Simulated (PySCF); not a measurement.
# InH: the SCF solver's settings

Do solver options change the result for InH, or only the number of cycles?

Program: PySCF 2.14.0. Level of theory: each script names its method and basis. These are calculated values, not measurements.

4 further runs of the same task are left out: 1 for a known fault of the program, 3 that didn't finish.

## Step 1: The starting structure

InH: 2 atoms, charge 0, spin multiplicity 1.

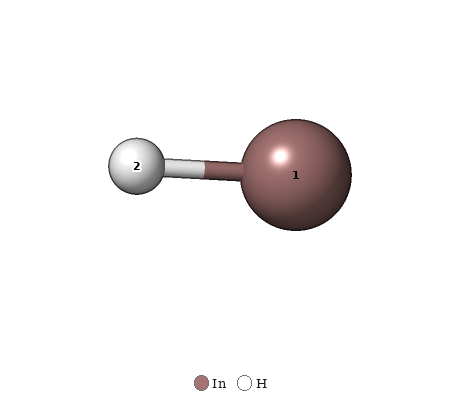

As it starts; indium brown, hydrogen white; atoms are numbered from 1 in the order of the file.

## Step 2: The run that the others are compared with

Input file input.py:

```python
from pyscf import gto, scf, mp

mol = gto.M(
    atom='In 0 0 0; H 0 0 1.71',
    basis='ano-rcc-vdzp',
    charge=0,
    spin=0,
    verbose=4,
)
mf = scf.RHF(mol)
mf = mf.sfx2c1e()
mf.kernel()
mp.MP2(mf, frozen=18).kernel()
mf.dip_moment()
print('orbital energies (hartree):', mf.mo_energy[..., max(0, mol.nelec[1]-3):mol.nelec[0]+3].round(4))
```

Started as:

```sh
$ OMP_NUM_THREADS=1 python input.py
```

Its log is not repeated here.

In short: E(SCF) = -5878.758806 Eh, 8 cycles, E(MP2) − E(SCF) = -0.39430 Eh, μ = 0.25 D (of the SCF density).

The bond length is a typed value, not an optimised one.

## Step 3: Cycle limit 200

Variant 1 changes cycle limit: 50 → 200.

Input file input.py:

```python
from pyscf import gto, scf, mp

mol = gto.M(
    atom='In 0 0 0; H 0 0 1.71',
    basis='ano-rcc-vdzp',
    charge=0,
    spin=0,
    verbose=4,
)
mf = scf.RHF(mol)
mf = mf.sfx2c1e()
mf.max_cycle = 200
mf.kernel()
mp.MP2(mf, frozen=18).kernel()
mf.dip_moment()
print('orbital energies (hartree):', mf.mo_energy[..., max(0, mol.nelec[1]-3):mol.nelec[0]+3].round(4))
```

Started as:

```sh
$ OMP_NUM_THREADS=1 python input.py
```

## Step 4: Initial guess 1e

Variant 2 changes initial guess: minao → 1e.

input.py: that of step 2 with these lines changed.

```diff
@@ -11,2 +11,3 @@
 mf = mf.sfx2c1e()
+mf.init_guess = '1e'
 mf.kernel()
```

## Step 5: DIIS space 12

Variant 3 changes DIIS space: default → 12.

input.py: that of step 2 with these lines changed.

```diff
@@ -11,2 +11,3 @@
 mf = mf.sfx2c1e()
+mf.diis_space = 12
 mf.kernel()
```

Q: Predict the outcome of this session. Wanted: for each run, E(SCF); from base; gap; SCF dipole; after the SCF.

**Answer**, as computed:

```tsv
run	E(SCF) (hartree)	from base (eV)	cycles	gap (eV)	SCF dipole (D)	after the SCF
base	-5878.758806	0	8	8.32	0.25	MP2 correlation -10.729 eV, core frozen
cycle limit 200	-5878.758806	0.0000	8	8.32	0.25	MP2 correlation -10.729 eV, core frozen
initial guess 1e	-5878.758806	0.0000	11	8.32	0.25	MP2 correlation -10.729 eV, core frozen
DIIS space 12	-5878.758806	0.0000	8	8.32	0.25	MP2 correlation -10.729 eV, core frozen
```

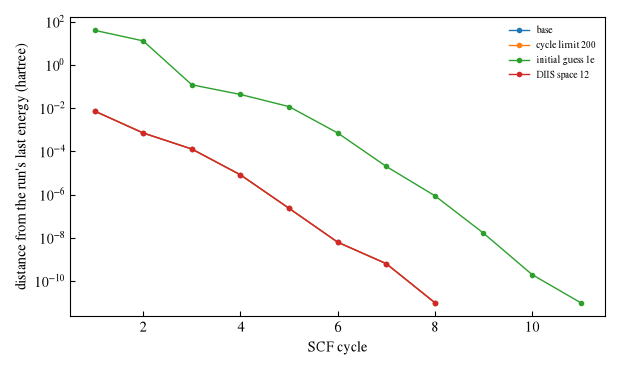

Convergence of the SCF energy, run by run.

**Reading.** With cycle limit 200 or initial guess 1e or DIIS space 12 the SCF ends at the base energy. The base needs 8 cycles and the run with initial guess 1e needs 11. The cycles with DIIS space 12 repeat those of the base digit for digit, so the setting never acted.
